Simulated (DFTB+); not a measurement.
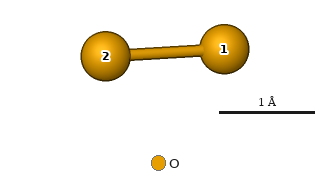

*The structure as given in the input (ball-and-stick view, seen at a tilt; atoms are numbered from 1 in the order of the input).*

## Geometry relaxation of O₂ (charge −1)

System: O₂ (superoxide), charge −1, multiplicity 2, SMILES [O][O-].
Method: GFN2-xTB, R-SCC, dispersion built in (DFTB+ 25.1).

The geometry comes from this level: GFN2-xTB.

The input (dftb_in.hsd):
```
Geometry = GenFormat {
  <<< "start.gen"
}

Driver = GeometryOptimisation {
  Optimiser = FIRE {}
  MaxSteps = 100
  Convergence = {
    GradElem = 0.001
  }
  AppendGeometries = Yes
}

Hamiltonian = xTB {
  Method = "GFN2-xTB"
  Charge = -1
  Filling = Fermi {
    Temperature [K] = 300
  }
  SpinPolarisation = Colinear {
    UnpairedElectrons = 1
  }
  SpinConstants = {
    ShellResolvedSpin = No
    O = 0.0
  }
}

Analysis = {
  PrintForces = Yes
}

Options = {
  WriteResultsTag = Yes
}

ParserOptions = {
  ParserVersion = 14
}
```

File start.gen:
```
2 C
O
   1  1      0.000000      0.000000      0.000000
   2  1      0.000000      0.000000      1.341480
```

Run as:
```bash
dftb+ > run.log
```

What the program printed:
```
|  DFTB+ development version (commit: a23bfb2)

Reading input file 'dftb_in.hsd'
Parser version: 14

--------------------------------------------------------------------------------

Processed input in HSD format written to 'dftb_pin.hsd'

Starting initialization...
--------------------------------------------------------------------------------
WARNING!
-> Dipole printed for a charged system : origin dependent quantity
OpenMP threads:              1
Chosen random seed:          696038241
Current stacksize:           unlimited
Mode:                        Geometry optimisation relaxation
Self consistent charges:     Yes
SCC-tolerance:                 0.100000E-04
Max. scc iterations:                    100
Shell resolved Hubbard:      Yes
Spin polarisation:           Yes
Nr. of up electrons:             7.000000
Nr. of down electrons:           6.000000
Periodic boundaries:         No
Electronic solver:           Relatively robust
Mixer:                       Broyden mixer
Mixing parameter:                  0.200000
Nr. of chrg. vec. in memory:            100
Max. SCC-cycles:                        100
Max. nr. of geometry steps:             100
tblite library version:      0.3.0
-> parametrization:          GFN2-xTB
-> repulsion:                Yes
-> dispersion:               Yes
-> halogen bonding:          No
-> electrostatics:           Yes
   -> isotropic:             Yes
   -> anisotropic:           Yes
   -> third-order:           Yes
Electronic temperature:              0.950045E-03 H      0.258520E-01 eV
Initial charges:             Set automatically (system chrg:  -0.100E+01)
Included shells:             O:  s, p
Spin coupling constants:     O   1(s)-1(s):   0.000000E+00
                             O   1(s)-2(p):   0.000000E+00
                             O   2(p)-1(s):   0.000000E+00
                             O   2(p)-2(p):   0.000000E+00
Extra options:
                             Mulliken analysis
                             Force calculation
Force type                   original

--------------------------------------------------------------------------------

***  Geometry step: 0

 iSCC Total electronic   Diff electronic      SCC error
    1   -0.81460840E+01    0.00000000E+00    0.25606639E+00
    2   -0.81681897E+01   -0.81460840E+01    0.30052053E-02
    3   -0.81681904E+01   -0.22105686E-01    0.24179233E-02
    4   -0.81681936E+01   -0.74888151E-06    0.27388874E-07

Total Energy:                       -8.1663898601 H         -222.2188 eV
Extrapolated to 0K:                 -8.1670483809 H         -222.2367 eV
Total Mermin free energy:           -8.1677069016 H         -222.2546 eV
Force related energy:               -8.1677069016 H         -222.2546 eV

total energy  -8.1677069E+00 H       energy change -8.1677069E+00 H
gradient norm  1.8862988E-04 H/a0    max. gradient  1.3338146E-04 H/a0
step length    0.0000000E+00 a0      max. step      0.0000000E+00 a0

Geometry converged

--------------------------------------------------------------------------------
--------------------------------------------------------------------------------
--------------------------------------------------------------------------------
Missing                                +       0.00 (100.0%)       0.01 (100.0%)
Total                                  =       0.00 (100.0%)       0.01 (100.0%)
--------------------------------------------------------------------------------
```

File detailed.out:
```
Fermi distribution function

Geometry optimization step: 0

********************************************************************************
 iSCC Total electronic   Diff electronic      SCC error
    4   -0.81681936E+01   -0.74888151E-06    0.27388874E-07
********************************************************************************

 Total charge:    -1.00000000

 Atomic gross charges (e)
 Atom           Charge
    1      -0.50000000
    2      -0.50000000

Nr. of electrons (up):      7.00000000
Atom populations (up)
 Atom       Population
    1       3.50000000
    2       3.50000000

l-shell populations (up)
 Atom Sh.   l       Population
    1   1   0       0.93348431
    1   2   1       2.56651569
    2   1   0       0.93348431
    2   2   1       2.56651569

Orbital populations (up)
 Atom Sh.   l   m       Population  Label
    1   1   0   0       0.93348431  s
    1   2   1  -1       1.00000000  p_y
    1   2   1   0       0.56651569  p_z
    1   2   1   1       1.00000000  p_x
    2   1   0   0       0.93348431  s
    2   2   1  -1       1.00000000  p_y
    2   2   1   0       0.56651569  p_z
    2   2   1   1       1.00000000  p_x

Nr. of electrons (down):      6.00000000
Atom populations (down)
 Atom       Population
    1       3.00000000
    2       3.00000000

l-shell populations (down)
 Atom Sh.   l       Population
    1   1   0       0.93348431
    1   2   1       2.06651569
    2   1   0       0.93348431
    2   2   1       2.06651569

Orbital populations (down)
 Atom Sh.   l   m       Population  Label
    1   1   0   0       0.93348431  s
    1   2   1  -1       0.75000000  p_y
    1   2   1   0       0.56651569  p_z
    1   2   1   1       0.75000000  p_x
    2   1   0   0       0.93348431  s
    2   2   1  -1       0.75000000  p_y
    2   2   1   0       0.56651569  p_z
    2   2   1   1       0.75000000  p_x

Spin  up
Fermi level:                         0.1008225234 H            2.7435 eV
Band energy:                        -1.5994065913 H          -43.5221 eV
TS:                                  0.0000000000 H            0.0000 eV
Band free energy (E-TS):            -1.5994065913 H          -43.5221 eV
Extrapolated E(0K):                 -1.5994065913 H          -43.5221 eV
Input / Output electrons (up):      7.0000000000      7.0000000000

Spin  down
Fermi level:                        -0.0803915054 H           -2.1876 eV
Band energy:                        -1.5190150859 H          -41.3345 eV
TS:                                  0.0013170415 H            0.0358 eV
Band free energy (E-TS):            -1.5203321273 H          -41.3703 eV
Extrapolated E(0K):                 -1.5196736066 H          -41.3524 eV
Input / Output electrons (down):      6.0000000000      6.0000000000

Energy H0:                          -8.3643472592 H         -227.6055 eV
Energy SCC:                          0.1961536229 H            5.3376 eV
Energy SPIN:                         0.0000000000 H            0.0000 eV
Total Electronic energy:            -8.1681936363 H         -222.2679 eV
Repulsive energy:                    0.0021098141 H            0.0574 eV
Total energy:                       -8.1663898601 H         -222.2188 eV
Extrapolated to 0:                  -8.1670483809 H         -222.2367 eV
Total Mermin free energy:           -8.1677069016 H         -222.2546 eV
Force related energy:               -8.1677069016 H         -222.2546 eV

Non-constrained calculation

SCC converged

Full geometry written in geo_end.{xyz|gen}

Total Forces
    1      0.000000000000      0.000000000000      0.000133381464
    2     -0.000000000000     -0.000000000000     -0.000133381464

Maximal derivative component:        0.133381E-03 au

Warning: dipole moment is not defined absolutely!
Dipole moment:    0.00000000    0.00000000   -1.26751481 au
Dipole moment:    0.00000000    0.00000000   -3.22170155 Debye

Geometry converged
```

Results in brief:

```tsv
quantity	value
outcome	converged
Mermin free energy	−8.167707 hartree
basis functions	8
largest force	0.007 eV/Å
hardware	1 thread of AMD EPYC (Zen 3), 24 GiB of memory available, shared host
peak memory	0.069 GiB
```

Notes:

Settings chosen away from the usual ones: optimiser. Further notes kept with the run: no spin polarisation.
